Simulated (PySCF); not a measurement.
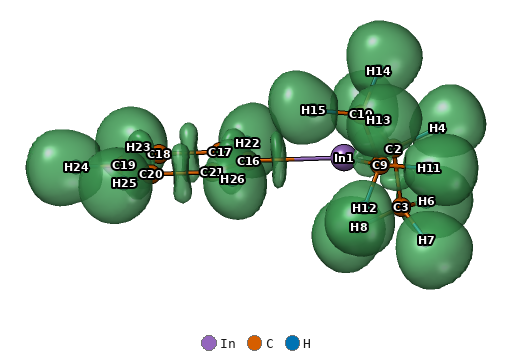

Figure. C10H15In (InEt2Ph). Isosurface of the ELF at 0.85 (green), seen from one side. Core shells and regions of very low density are left out.

Geometry: PBE0-D3(BJ)/def2-SVP; core potentials replace the inner electrons of In.

All numbers below come from CAM-B3LYP/def2-SVPD, SCF density, gas phase, scalar-relativistic core potentials on the heavy atoms in PySCF.

```yaml
atoms:
  - { symbol: In, position_ang: [0.5852, 0.9225, -0.0330] }
  - { symbol: C, position_ang: [2.7454, 0.7459, -0.3022] }
  - { symbol: C, position_ang: [3.4817, 0.3733, 0.9827] }
  - { symbol: H, position_ang: [3.1302, 1.6938, -0.7111] }
  - { symbol: H, position_ang: [2.9144, -0.0220, -1.0754] }
  - { symbol: H, position_ang: [4.5703, 0.2813, 0.8224] }
  - { symbol: H, position_ang: [3.3425, 1.1250, 1.7772] }
  - { symbol: H, position_ang: [3.1379, -0.5913, 1.3909] }
  - { symbol: C, position_ang: [-0.5668, 2.7506, 0.2745] }
  - { symbol: C, position_ang: [-1.5871, 3.0174, -0.8296] }
  - { symbol: H, position_ang: [0.1247, 3.6008, 0.3841] }
  - { symbol: H, position_ang: [-1.0770, 2.6381, 1.2466] }
  - { symbol: H, position_ang: [-2.1944, 3.9162, -0.6231] }
  - { symbol: H, position_ang: [-1.1069, 3.1803, -1.8084] }
  - { symbol: H, position_ang: [-2.2905, 2.1784, -0.9574] }
  - { symbol: C, position_ang: [-0.5435, -0.9302, -0.0459] }
  - { symbol: C, position_ang: [0.0807, -2.1543, -0.3379] }
  - { symbol: C, position_ang: [-0.6346, -3.3523, -0.3447] }
  - { symbol: C, position_ang: [-1.9994, -3.3484, -0.0570] }
  - { symbol: C, position_ang: [-2.6421, -2.1462, 0.2368] }
  - { symbol: C, position_ang: [-1.9182, -0.9531, 0.2415] }
  - { symbol: H, position_ang: [1.1514, -2.1810, -0.5669] }
  - { symbol: H, position_ang: [-0.1269, -4.2932, -0.5742] }
  - { symbol: H, position_ang: [-2.5629, -4.2850, -0.0610] }
  - { symbol: H, position_ang: [-3.7120, -2.1386, 0.4621] }
  - { symbol: H, position_ang: [-2.4434, -0.0220, 0.4789] }
```

What do the ELF domains correspond to?

The surface consists of eight regions between bonded C–C atoms (shared pairs), 15 regions around hydrogen nuclei and three lobes of the valence shell of C pointing towards In (polar bonds). Profiles from the grid: C–C (1.39 Å): the ELF peaks at about 0.95 between the atoms (localised, covalent bonding). C–In (2.17 Å): the ELF peaks at about 0.95 in the valence shell of C, 0.7 Å from its nucleus, and drops to about 0.15 between the two atoms.
